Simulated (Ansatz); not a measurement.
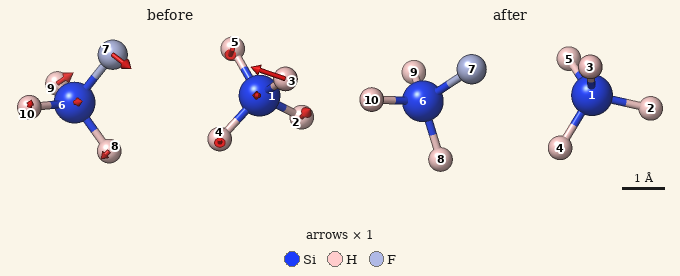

The structure of Si2H7F (coarse preliminary run) before (left) and after (right) a relaxation, at one scale. The red arrows give the displacements, at their true length.

Style: ball-and-stick. Shown at a tilt.

The calculation used RKS PBE-D4/def2-SVP (Ansatz 0.2.0).

The input:
```yaml
crystal:
  periodic: [false, false, false]
  atoms:
    - {symbol: Si, position_ang: [0.021200, -0.000700, -2.234300]}
    - {symbol: H, position_ang: [-0.708900, -0.853500, -3.173600]}
    - {symbol: H, position_ang: [1.017000, 0.772700, -2.973600]}
    - {symbol: H, position_ang: [0.698800, -0.852200, -1.258100]}
    - {symbol: H, position_ang: [-0.916600, 0.893300, -1.566100]}
    - {symbol: Si, position_ang: [-0.027700, -0.064300, 2.296100]}
    - {symbol: F, position_ang: [0.065000, 1.182600, 1.290500]}
    - {symbol: H, position_ang: [0.278100, -1.235900, 1.492100]}
    - {symbol: H, position_ang: [-1.391400, -0.049200, 2.802100]}
    - {symbol: H, position_ang: [0.964600, 0.207000, 3.324900]}
basis:
  gaussian: {orbitals: def2-SVP}
hamiltonian: {xc: pbe, dispersion: d4}
relax: {f_tol: 0.03, max_steps: 250}
```

Command:
```bash
ansatz run in.yaml --threads 4 --pin off --events-out ev --progress --plain --max-ram 9574MiB
```

**Summarise the run.**

Over 10 geometry steps the energy falls by 24.3 kJ/mol. Largest force component: 1.2 eV/Å at the start, 0.012 eV/Å at the end. H3 moves most after the best rigid fit: 0.91 Å. By element the largest moves are H 0.91 Å, F 0.70 Å, Si 0.25 Å. Near-neighbour distances that change, for instance: Si6–H10 1.455 → 1.500 Å, Si6–F7 1.605 → 1.646 Å, Si1–H2 1.464 → 1.505 Å. Bond angles that change, for instance: F7–Si6–H9 105.3° → 108.5°, F7–Si6–H8 105.5° → 108.5°, F7–Si6–H10 105.0° → 108.0°. The run took 7 s on 4 threads of Arm Neoverse V2, on a shared host.

Limits of the set-up: the start holds two separate molecules, 2.8 Å apart at their closest, whose relative position is a soft coordinate.
